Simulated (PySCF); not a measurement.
Vertical excitations of a molecule C₄H₆O₂ from TDDFT-B3LYP/def2-SVPD (PySCF), as energy in eV (oscillator strength): 4.18 (0.000), 5.21 (0.000), 6.76 (0.006), 6.83 (0.003), 6.97 (0.012), 7.20 (0.010), 7.23 (0.004), 7.34 (0.046), 7.43 (0.091), 7.55 (0.001). Lowest triplet (TDA): 3.59 eV. Geometry: ωB97X-D3(BJ)/def2-SVP. One conformer was computed; it need not be the lowest.

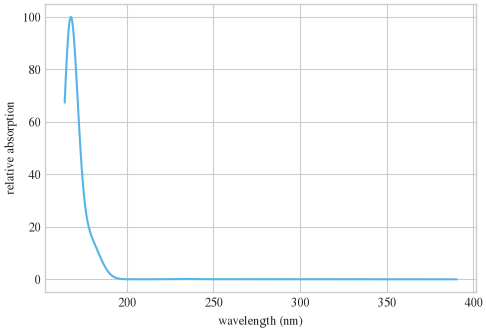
Figure. The lines broadened by 0.4 eV.

Identify the compound among the candidates.
A. CC1=COCO1
B. O=CC1COC1
C. CC1OC=CO1
D. COC1=CCO1

B, O=CC1COC1
